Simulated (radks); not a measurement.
# Polarisabilities and dispersion coefficients of P, F, N³⁺ and others

Aim: static dipole polarisabilities and C6 coefficients, each species in its NIST ground configuration. After each ground state the linear response is solved; its values go to the run's result record, not to the log. Response by self-consistent Sternheimer equations with the Hartree and adiabatic exchange-only LDA kernel, the relativistic mass of each level held fixed and spin-orbit coupling left out.

Method: scalar-relativistic Kohn-Sham, exchange-only LDA, spin-polarised, spherical densities, finite nucleus; open shells are filled with parallel spins first. Code: radks (a radial shooting solver on a logarithmic mesh, Libxc functionals) version 1.

**1. The system**

```
species : P ([Ne] 3s2 3p3), F ([He] 2s2 2p5), N³⁺ ([He] 2s2), Se ([Ar] 3d10 4s2 4p4), V ([Ar] 3d3 4s2)
```

In the logs a row gives level, spin channel, occupation and eigenvalue; Etot, Ekin, Encl (electron-nucleus), Eh (Hartree) and Exc are energies, all in hartree; err is the last residual, it the number of iterations.

**2. P, [Ne] 3s2 3p3**

The run's settings:

```text
Z 15
configuration [Ne] 3s2 3p3
relativity scalar-relativistic
functional lda,
spin polarised
nucleus finite rms 3.1889 fm
c 137.035999084
response adiabatic LDA kernel
```

Output:

```text
1s      1   1.0000         -76.19967153
2s      1   1.0000          -6.29215582
2p      1   3.0000          -4.50629662
3s      1   1.0000          -0.51158002
3p      1   3.0000          -0.20293947
1s      2   1.0000         -76.18708245
2s      2   1.0000          -6.27631349
2p      2   3.0000          -4.48666816
3s      2   1.0000          -0.38679808
3p      2   0.0000          -0.08636662
Etot -339.7349319166314
Ekin 341.2613429689533
Encl -813.4429954341533
Eh 153.21706634856437
Exc -20.770345799995688
err 1.4575753344885394e-09
it 13
```

3p up is the highest filled level (-5.522 eV). The response step gives α = 30.41 bohr³ (45.36 without the induced potential) and C6 = 232.1 hartree bohr⁶.

Sizes of the orbitals, from the radial functions (bohr):

```
  level  occupation  energy (eV)     <r>  outermost maximum (interpolated)  90 % within  nodes
  2s up           1      -171.22  0.5228                             0.420        0.823      1
2s down           1      -170.79  0.5221                             0.420        0.821      1
  2p up           3      -122.62  0.4873                             0.354        0.817      0
2p down           3      -122.09  0.4863                             0.354        0.814      0
  3s up           1      -13.921   1.899                              1.57         2.90      2
3s down           1      -10.525   1.916                              1.56         2.95      2
  3p up           3       -5.522   2.369                              1.83         3.76      1
3p down           0       -2.350   2.584                              1.85         4.26      1
```

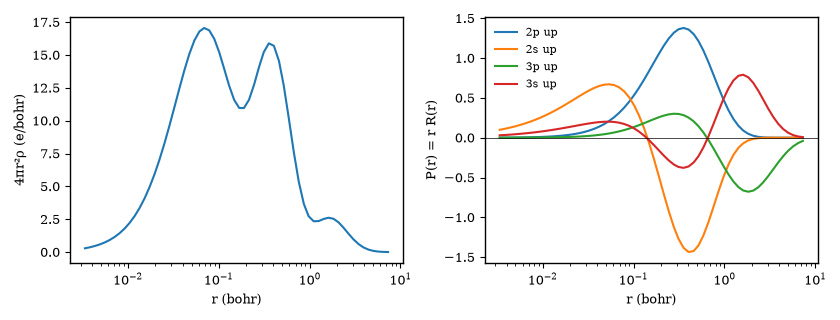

Left: shells in the radial density. Right: radial functions of the outer levels.

**3. F, [He] 2s2 2p5**

The run's settings:

```text
Z 9
configuration [He] 2s2 2p5
relativity scalar-relativistic
functional lda,
spin polarised
nucleus finite rms 2.8976 fm
c 137.035999084
response adiabatic LDA kernel
```

Output:

```text
1s      1   1.0000         -24.15961005
2s      1   1.0000          -1.06883220
2p      1   3.0000          -0.39510625
1s      2   1.0000         -24.12530183
2s      2   1.0000          -0.99660758
2p      2   2.0000          -0.32559527
Etot -98.56600138088386
Ekin 98.73581328489975
Encl -237.69333708451012
Eh 49.37294943101976
Exc -8.981427012293242
err 8.913498741360828e-10
it 14
```

Highest occupied level: 2p down at -8.860 eV. The response step gives α = 4.563 bohr³ (5.337 without the induced potential) and C6 = 12.48 hartree bohr⁶.

**4. N³⁺, [He] 2s2**

The run's settings:

```text
Z 7
configuration [He] 2s2
relativity scalar-relativistic
functional lda,
spin polarised
nucleus finite rms 2.5582 fm
c 137.035999084
response adiabatic LDA kernel
```

Output:

```text
1s      1   1.0000         -16.35640458
2s      1   1.0000          -2.43254196
1s      2   1.0000         -16.35640458
2s      2   1.0000          -2.43254196
Etot -50.460118369366164
Ekin 50.518700768507316
Encl -110.89581648169684
Eh 14.364839255766775
Exc -4.447841911943412
err 1.2399575749963142e-10
it 13
```

The top filled level is 2s, -66.193 eV. The response step gives α = 2.094 bohr³ (3.987 without the induced potential) and C6 = 2.061 hartree bohr⁶.

**5. Se, [Ar] 3d10 4s2 4p4**

The run's settings:

```text
Z 34
configuration [Ar] 3d10 4s2 4p4
relativity scalar-relativistic
functional lda,
spin polarised
nucleus finite rms 4.14 fm
c 137.035999084
response adiabatic LDA kernel
```

Output:

```text
1s      1   1.0000        -458.66457199
2s      1   1.0000         -58.89859319
2p      1   3.0000         -51.85022428
3s      1   1.0000          -7.75374618
3p      1   3.0000          -5.55116854
3d      1   5.0000          -1.90437632
4s      1   1.0000          -0.62497838
4p      1   3.0000          -0.22991399
1s      2   1.0000        -458.66066372
2s      2   1.0000         -58.89639357
2p      2   3.0000         -51.84685067
3s      2   1.0000          -7.74841232
3p      2   3.0000          -5.54489031
3d      2   5.0000          -1.89499062
4s      2   1.0000          -0.55773305
4p      2   1.0000          -0.16454607
Etot -2423.7440486680966
Ekin 2474.5597658450397
Encl -5851.679458779424
Eh 1034.874826177596
Exc -81.49918191130868
err 3.1911676162153972e-09
it 15
```

Highest occupied level: 4p down at -4.478 eV. The response step gives α = 30.31 bohr³ (45.22 without the induced potential) and C6 = 257.1 hartree bohr⁶.

**6. V, [Ar] 3d3 4s2**

The run's settings:

```text
Z 23
configuration [Ar] 3d3 4s2
relativity scalar-relativistic
functional lda,
spin polarised
nucleus finite rms 3.6002 fm
c 137.035999084
response adiabatic LDA kernel
```

Output:

```text
1s      1   1.0000        -196.55041438
2s      1   1.0000         -22.03126558
2p      1   3.0000         -18.41457845
3s      1   1.0000          -2.55891400
3p      1   3.0000          -1.60869332
3d      1   3.0000          -0.19211125
4s      1   1.0000          -0.16150966
1s      2   1.0000        -196.55058657
2s      2   1.0000         -21.98975559
2p      2   3.0000         -18.38237774
3s      2   1.0000          -2.44366394
3p      2   3.0000          -1.49455832
3d      2   0.0000          -0.09007022
4s      2   1.0000          -0.12423050
Etot -945.2593987737064
Ekin 954.8090391950706
Encl -2255.1092228076823
Eh 396.3377595375607
Exc -41.29697469865529
err 2.9850148266356356e-09
it 14
```

The top filled level is 4s down, -3.380 eV. The response step gives α = 96.80 bohr³ (179.0 without the induced potential) and C6 = 1035 hartree bohr⁶.

**7. Results**

| species | −ε(HOMO) (eV) | α (bohr³) | α uncoupled (bohr³) | C6 (hartree bohr⁶) | C8 (hartree bohr⁸) | recommended α (bohr³) |
| --- | --- | --- | --- | --- | --- | --- |
| P | 5.522 | 30.41 | 45.36 | 232.1 | - | 25 |
| F | 8.860 | 4.563 | 5.337 | 12.48 | - | 3.74 |
| N³⁺ | 66.193 | 2.094 | 3.987 | 2.061 | 11.70 | - |
| Se | 4.478 | 30.31 | 45.22 | 257.1 | - | 28.9 |
| V | 3.380 | 96.80 | 179.0 | 1035 | - | 87 |

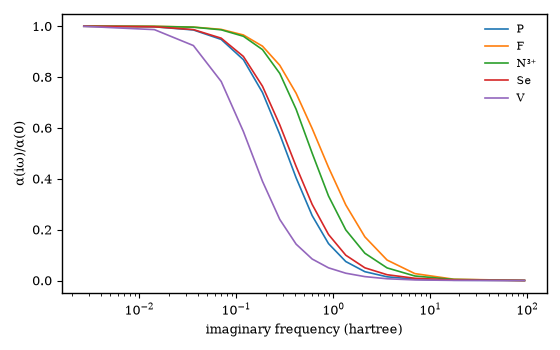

Polarisability at imaginary frequency, each scaled by its static value.

In words: Uncoupled leaves out the potential induced by the response; C6 and C8 are for like pairs. V is the most polarisable and N³⁺ the least, a factor 46.2 apart. For the pair V–N³⁺ the Casimir-Polder integral gives C6 = 38.39, the rule 2·Ca·Cb/(Ca·αb/αa + Cb·αa/αb) on the like-pair values 36.28. Against the recommended values (Schwerdtfeger and Nagle, 2023 table) the misses are P +22 %, F +22 %, Se +5 %, V +11 %. C8 is given only where no p, d or f shell is open. For heavy and open-shell atoms this level can miss by tens of per cent.
